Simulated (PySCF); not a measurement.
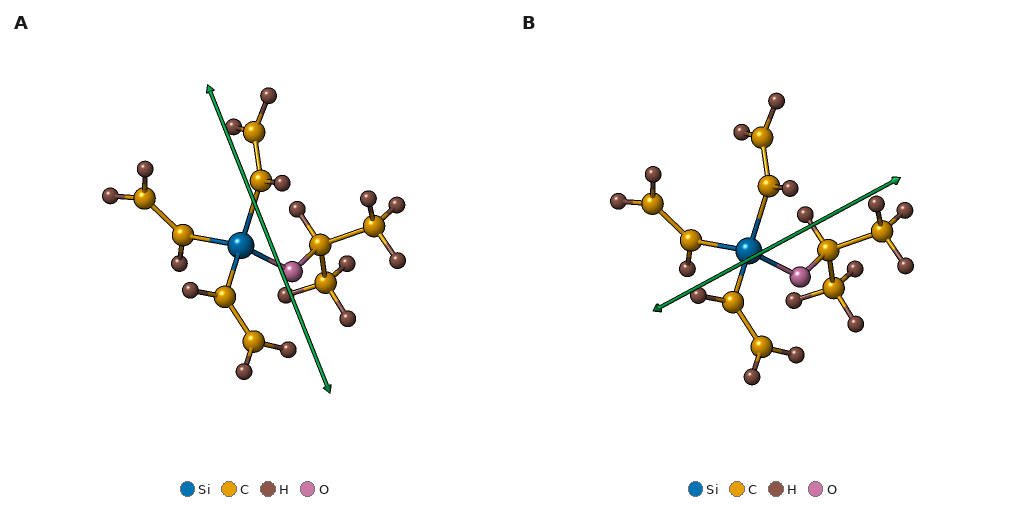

The double arrows show the directions of two transition dipoles from the ground state (lengths mean nothing). The geometry was computed by an optimisation with PBE0-D3(BJ)/def2-SVP. No frequency run is at hand to confirm it as a minimum. Level of theory: TDDFT B3LYP/def2-SVPD, vertical, gas phase, core orbitals frozen in the response (PySCF 2.14.0).

### One belongs to singlet state 3 and one to singlet state 5. Which is which?

A: state 3, 5.78 eV (215 nm), oscillator strength 0.028, of mixed character, with the largest part HOMO → LUMO (weight 0.47).
B: state 5, 5.96 eV (208 nm), oscillator strength 0.018, of mixed character, with the largest part HOMO−2 → LUMO (weight 0.40).
